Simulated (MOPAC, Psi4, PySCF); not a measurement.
Interaction energy of CH3F ··· BF3 (SMILES CF and FB(F)F). Monomers: optimised at B3LYP-D3(BJ) (def2-TZVP), held rigid. Orientation: a random orientation, not optimised. R is the distance of the centres of mass, along which the second monomer moves.

Geometry at R = 4.31 Å (first 5 atoms: monomer A):
```
9

C     -0.0635     0.0064    -0.0198
F      1.2565    -0.1277     0.3924
H     -0.6998     0.0951     0.8616
H     -0.3432    -0.8756    -0.5973
H     -0.1500     0.9018    -0.6368
F     -3.3230    -0.6834     3.9850
B     -2.1583    -0.8206     3.3880
F     -1.2637     0.1409     3.4654
F     -1.8882    -1.9179     2.7138
```

Levels of theory: RKS-M06-2X/6-31G* = PySCF 2.14.0 with restricted M06-2X/6-31G*, spherical d, no counterpoise correction; PM3, restricted, heats of formation (MOPAC); MP2/aug-cc-pVDZ = Psi4 with DF-MP2/aug-cc-pVDZ, frozen core, counterpoise-corrected; SCS-MP2/aug-cc-pVDZ = DF-SCS-MP2/aug-cc-pVDZ, frozen core, counterpoise-corrected (Psi4); HF/aug-cc-pVDZ, counterpoise-corrected (Psi4).

Interaction energies in kJ/mol (negative: bound); R is the distance of the centres of mass, d the H3···F8 distance.

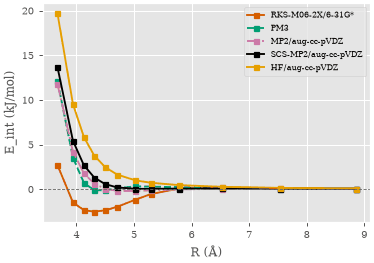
Interaction energy against separation.

```json
[
 {"R / Å": "3.67", "d / Å": "2.14", "RKS-M06-2X/6-31G*": "2.72", "PM3": "12.16", "MP2/aug-cc-pVDZ": "11.81", "SCS-MP2/aug-cc-pVDZ": "13.70", "HF/aug-cc-pVDZ": "19.73"},
 {"R / Å": "3.94", "d / Å": "2.36", "RKS-M06-2X/6-31G*": "-1.48", "PM3": "3.54", "MP2/aug-cc-pVDZ": "4.19", "SCS-MP2/aug-cc-pVDZ": "5.42", "HF/aug-cc-pVDZ": "9.53"},
 {"R / Å": "4.13", "d / Å": "2.51", "RKS-M06-2X/6-31G*": "-2.34", "PM3": "0.72", "MP2/aug-cc-pVDZ": "1.77", "SCS-MP2/aug-cc-pVDZ": "2.68", "HF/aug-cc-pVDZ": "5.84"},
 {"R / Å": "4.31", "d / Å": "2.66", "RKS-M06-2X/6-31G*": "-2.52", "PM3": "-0.12", "MP2/aug-cc-pVDZ": "0.62", "SCS-MP2/aug-cc-pVDZ": "1.31", "HF/aug-cc-pVDZ": "3.77"},
 {"R / Å": "4.50", "d / Å": "2.83", "RKS-M06-2X/6-31G*": "-2.37", "PM3": "-0.12", "MP2/aug-cc-pVDZ": "0.05", "SCS-MP2/aug-cc-pVDZ": "0.56", "HF/aug-cc-pVDZ": "2.47"},
 {"R / Å": "4.71", "d / Å": "3.01", "RKS-M06-2X/6-31G*": "-1.97", "PM3": "0.13", "MP2/aug-cc-pVDZ": "-0.18", "SCS-MP2/aug-cc-pVDZ": "0.20", "HF/aug-cc-pVDZ": "1.63"},
 {"R / Å": "5.02", "d / Å": "3.29", "RKS-M06-2X/6-31G*": "-1.19", "PM3": "0.30", "MP2/aug-cc-pVDZ": "-0.21", "SCS-MP2/aug-cc-pVDZ": "0.04", "HF/aug-cc-pVDZ": "1.00"},
 {"R / Å": "5.30", "d / Å": "3.55", "RKS-M06-2X/6-31G*": "-0.54", "PM3": "0.29", "MP2/aug-cc-pVDZ": "-0.13", "SCS-MP2/aug-cc-pVDZ": "0.03", "HF/aug-cc-pVDZ": "0.71"},
 {"R / Å": "5.79", "d / Å": "4.01", "RKS-M06-2X/6-31G*": "0.08", "PM3": "0.21", "MP2/aug-cc-pVDZ": "-0.02", "SCS-MP2/aug-cc-pVDZ": "0.07", "HF/aug-cc-pVDZ": "0.45"},
 {"R / Å": "6.53", "d / Å": "4.71", "RKS-M06-2X/6-31G*": "0.20", "PM3": "0.13", "MP2/aug-cc-pVDZ": "0.04", "SCS-MP2/aug-cc-pVDZ": "0.08", "HF/aug-cc-pVDZ": "0.26"},
 {"R / Å": "7.54", "d / Å": "5.68", "RKS-M06-2X/6-31G*": "0.12", "PM3": "0.07", "MP2/aug-cc-pVDZ": "0.05", "SCS-MP2/aug-cc-pVDZ": "0.06", "HF/aug-cc-pVDZ": "0.14"},
 {"R / Å": "8.85", "d / Å": "6.96", "RKS-M06-2X/6-31G*": "0.07", "PM3": "0.04", "MP2/aug-cc-pVDZ": "0.04", "SCS-MP2/aug-cc-pVDZ": "0.04", "HF/aug-cc-pVDZ": "0.07"}
]
```

Lowest grid point: RKS-M06-2X/6-31G* -2.52 kJ/mol at R = 4.31 Å; PM3 -0.12 kJ/mol at R = 4.31 Å; MP2/aug-cc-pVDZ -0.21 kJ/mol at R = 5.02 Å; SCS-MP2/aug-cc-pVDZ 0.03 kJ/mol at R = 5.30 Å; HF/aug-cc-pVDZ 0.07 kJ/mol at R = 8.85 Å.
